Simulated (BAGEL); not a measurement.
**A workflow on C3H9As (trimethylarsine)**

Wanted: a single-point energy (HF/cc-pVDZ), then the energy (NEVPT2(2,2)/cc-pVDZ) of C3H9As (trimethylarsine). 

The results are computed with BAGEL 1.2.2.

**1. The system as given**

C3H9As: 13 atoms, total charge 0, spin state singlet. SMILES: `C[As](C)C`. The C4–H12 distance was set to 2.073 Å, away from the relaxed value. At this shape a bond of the SMILES string is far longer than usual.

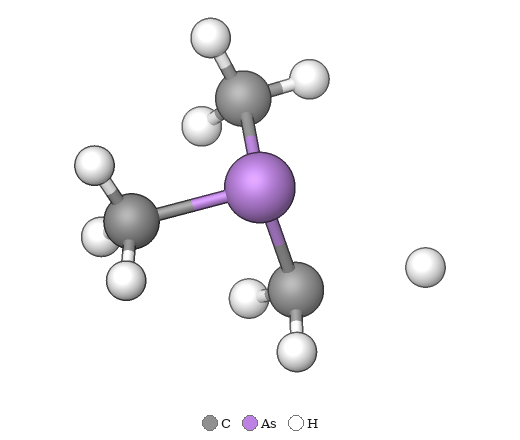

The structure, seen from a chosen angle (carbon grey, arsenic purple, hydrogen white).

**2. The energy at HF/cc-pVDZ (density fitting with svp-jkfit) (run 1)**

hf.json

```json
{ "bagel" : [

{
  "title" : "molecule",
  "basis" : "cc-pvdz.json",
  "df_basis" : "svp-jkfit",
  "geometry" : [
    { "atom" : "C", "xyz" : [     0.10027643,     2.90731908,     0.05844356 ] },
    { "atom" : "As", "xyz" : [     2.32531556,    -0.05688643,    -0.16564016 ] },
    { "atom" : "C", "xyz" : [     3.85588033,     0.27302196,     3.20126597 ] },
    { "atom" : "C", "xyz" : [    -0.22093922,    -2.60178060,     0.74409289 ] },
    { "atom" : "H", "xyz" : [     1.23630418,     4.62413526,    -0.05346602 ] },
    { "atom" : "H", "xyz" : [    -0.96439527,     2.90809386,     1.82603669 ] },
    { "atom" : "H", "xyz" : [    -1.21501075,     2.89573506,    -1.52917205 ] },
    { "atom" : "H", "xyz" : [     2.41350907,     0.53669545,     4.65314256 ] },
    { "atom" : "H", "xyz" : [     4.94681922,    -1.42431115,     3.62499926 ] },
    { "atom" : "H", "xyz" : [     5.13800282,     1.88752837,     3.21347361 ] },
    { "atom" : "H", "xyz" : [     0.70967531,    -4.41191146,     1.07279185 ] },
    { "atom" : "H", "xyz" : [    -2.74180363,    -3.03378522,    -2.22292263 ] },
    { "atom" : "H", "xyz" : [    -1.25458162,    -2.04820423,     2.44204961 ] }
  ]
},

{
  "title" : "hf"
},

{
  "title" : "print",
  "file" : "orbitals.molden",
  "orbitals" : true
}

]}
```

The basis set cc-pVDZ is read from a file made from the Basis Set Exchange's data (not shown).

Run with:

```console
$ BAGEL_NUM_THREADS=1 BAGEL hf.json > hf.out
```

The log of the run:

```text
* using 1 threads per process

  ===============================================================
  ===============================================================

  *** Geometry ***

  { "atom" : "C", "xyz" : [      0.100276,      2.907319,      0.058444 ] },
  { "atom" : "As", "xyz" : [      2.325316,     -0.056886,     -0.165640 ] },
  { "atom" : "C", "xyz" : [      3.855880,      0.273022,      3.201266 ] },
  { "atom" : "C", "xyz" : [     -0.220939,     -2.601781,      0.744093 ] },
  { "atom" : "H", "xyz" : [      1.236304,      4.624135,     -0.053466 ] },
  { "atom" : "H", "xyz" : [     -0.964395,      2.908094,      1.826037 ] },
  { "atom" : "H", "xyz" : [     -1.215011,      2.895735,     -1.529172 ] },
  { "atom" : "H", "xyz" : [      2.413509,      0.536695,      4.653143 ] },
  { "atom" : "H", "xyz" : [      4.946819,     -1.424311,      3.624999 ] },
  { "atom" : "H", "xyz" : [      5.138003,      1.887528,      3.213474 ] },
  { "atom" : "H", "xyz" : [      0.709675,     -4.411911,      1.072792 ] },
  { "atom" : "H", "xyz" : [     -2.741804,     -3.033785,     -2.222923 ] },
  { "atom" : "H", "xyz" : [     -1.254582,     -2.048204,      2.442050 ] },

  Number of auxiliary basis functions:      653

  Since a DF basis is specified, we compute 2- and 3-index integrals:
    o Being stored without compression. Storage requirement is 0.068 GB

  Number of basis functions:      114
  Number of electrons      :       60

    * METHOD: MOLECULE                             0.96

  *** RHF ***

  === Nuclear Repulsion ===
   287.4156229671

      * DIIS with orbital gradients will be used.

  === RHF iteration (cc-pvdz.json) ===
      0      -2352.62859376          0.01291708           0.30
      1      -2352.80406775          0.00705542           0.29
      2      -2352.85299872          0.00147858           0.29
      3      -2352.85645880          0.00054683           0.29
      4      -2352.85683192          0.00011178           0.29
      5      -2352.85685992          0.00003840           0.29
      6      -2352.85686406          0.00001496           0.29
      7      -2352.85686470          0.00000288           0.29
      8      -2352.85686472          0.00000100           0.29
      9      -2352.85686473          0.00000038           0.29
     10      -2352.85686473          0.00000013           0.29
     11      -2352.85686473          0.00000005           0.29
     12      -2352.85686473          0.00000002           0.29
     13      -2352.85686473          0.00000001           0.29
    * SCF iteration converged.

    * Permanent dipole moment:
           (   -0.281222,    -0.286326,    -0.795984) a.u.

    * METHOD: HF                                   4.69

    * METHOD: PRINT                                0.04

  ===============================================================
```

Wall time 6 s (1 thread of Arm Neoverse N1, shared host); peak memory 0.23 GiB.

**3. The energy at NEVPT2(2,2)/cc-pVDZ (density fitting with svp-jkfit) (run 2)**

job.json

```json
{ "bagel" : [

{
  "title" : "molecule",
  "basis" : "cc-pvdz.json",
  "df_basis" : "svp-jkfit",
  "geometry" : [
    { "atom" : "C", "xyz" : [  0.10027643,  2.90731908,  0.05844356 ] },
    { "atom" : "As", "xyz" : [  2.32531556, -0.05688643, -0.16564016 ] },
    { "atom" : "C", "xyz" : [  3.85588033,  0.27302196,  3.20126597 ] },
    { "atom" : "C", "xyz" : [ -0.22093922, -2.60178060,  0.74409289 ] },
    { "atom" : "H", "xyz" : [  1.23630418,  4.62413526, -0.05346602 ] },
    { "atom" : "H", "xyz" : [ -0.96439527,  2.90809386,  1.82603669 ] },
    { "atom" : "H", "xyz" : [ -1.21501075,  2.89573506, -1.52917205 ] },
    { "atom" : "H", "xyz" : [  2.41350907,  0.53669545,  4.65314256 ] },
    { "atom" : "H", "xyz" : [  4.94681922, -1.42431115,  3.62499926 ] },
    { "atom" : "H", "xyz" : [  5.13800282,  1.88752837,  3.21347361 ] },
    { "atom" : "H", "xyz" : [  0.70967531, -4.41191146,  1.07279185 ] },
    { "atom" : "H", "xyz" : [ -2.74180363, -3.03378522, -2.22292263 ] },
    { "atom" : "H", "xyz" : [ -1.25458162, -2.04820423,  2.44204961 ] }
  ]
},
{
  "title" : "hf"
},
{
  "title" : "nevpt2",
  "nstate" : 1,
  "nact" : 2,
  "nclosed" : 29,
  "nspin" : 0,
  "active" : [29, 31],
  "maxiter" : 200,
  "natocc" : true,
  "ncore" : 12
},
{
  "title" : "print",
  "file" : "orbitals.molden",
  "orbitals" : true
}

]}
```

The basis set cc-pVDZ is read from a file made from the Basis Set Exchange's data (not shown).

Run with:

```console
$ BAGEL_NUM_THREADS=1 BAGEL job.json > job.out
```

The log of the run:

```text
* using 1 threads per process

  ===============================================================
  ===============================================================

  *** Geometry ***

  { "atom" : "C", "xyz" : [      0.100276,      2.907319,      0.058444 ] },
  { "atom" : "As", "xyz" : [      2.325316,     -0.056886,     -0.165640 ] },
  { "atom" : "C", "xyz" : [      3.855880,      0.273022,      3.201266 ] },
[... 9 lines of this table left out ...]
  { "atom" : "H", "xyz" : [     -1.254582,     -2.048204,      2.442050 ] },

  Number of auxiliary basis functions:      653

  Since a DF basis is specified, we compute 2- and 3-index integrals:
    o Being stored without compression. Storage requirement is 0.068 GB

  Number of basis functions:      114
  Number of electrons      :       60

    * METHOD: MOLECULE                             0.96

  *** RHF ***

[... 11 lines left out ...]
    * SCF iteration converged.
[... 1 line left out ...]
    * Permanent dipole moment:
[... 22 lines left out ...]
      0  0     -2352.88307568     2.25e-03      0.08

      1  0     -2352.90928745     1.33e-03      1.54
[... 19 lines of this table left out ...]
     11  0     -2352.91346954     3.07e-09      1.14

    * Second-order optimization converged. *

     guess   0:   closed 1.                   open ..

  === FCI iteration ===

      0  0     -2352.85173278     8.49e-02      0.00
      1  0     -2352.91293931     7.44e-03      0.00
      2  0 *   -2352.91346954     9.26e-16      0.00

     * ci vector, state   0, <S^2> = 0.0000
       2.     0.9396330571
       .2    -0.3421837490

  === DF-NEVPT2 calculation ===

    * 3-index integral transformation done
    * assembly done

      NEVPT2 correlation energy:   -0.5498107224      0.81

          (+0)     -0.4995354715
          (+0)'    -0.0125452354
          (+1)     -0.0079707625
          (+1)'    -0.0000000000
          (+2)     -0.0003327372
          (-1)     -0.0266969532
          (-1)'     0.0000000000
          (-2)     -0.0027295626

      NEVPT2 total energy:       -2353.4632802610

    * METHOD: NEVPT2                              19.03

    * METHOD: PRINT                                0.06

  ===============================================================
```

Run time: 25 s. Hardware: 1 thread of Arm Neoverse N1, shared host; peak memory 0.23 GiB.

**4. Outcome**

| quantity | value |
| --- | --- |
| run 1, HF/cc-pVDZ: total energy | -2352.85686 Eh |
| run 1, HF/cc-pVDZ: dipole moment | 2.27 D |
| run 1, HF/cc-pVDZ: HOMO energy | -9.15 eV |
| run 1, HF/cc-pVDZ: LUMO energy | 1.53 eV |
| run 1, HF/cc-pVDZ: HOMO–LUMO gap | 10.67 eV |
| run 2, NEVPT2(2,2)/cc-pVDZ: total energy | -2353.46328 Eh |
